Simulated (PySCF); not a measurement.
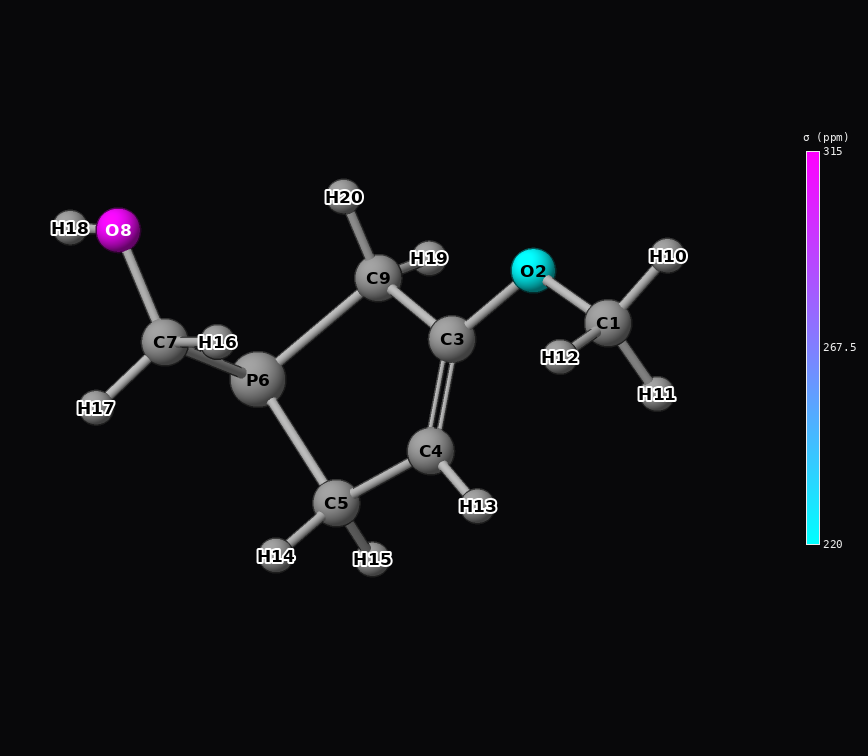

Atoms are coloured by their isotropic NMR shieldings (O only, the others grey). The computed structure is the end point of a GFN2-xTB optimisation. No frequency run is at hand to confirm it as a minimum. Level of theory: GIAO PBE0/pcSseg-1 NMR shielding, non-relativistic, gas phase (PySCF 2.14.0).

List the isotropic NMR shieldings of the O atoms.

```tsv
atom	σ (ppm)
O2	221.3
O8	311.4
```

The geometry is semi-empirical. Around P such bond lengths and angles can be off by a tenth of an ångström or more and by several degrees, and values that hang on the shape move with them.
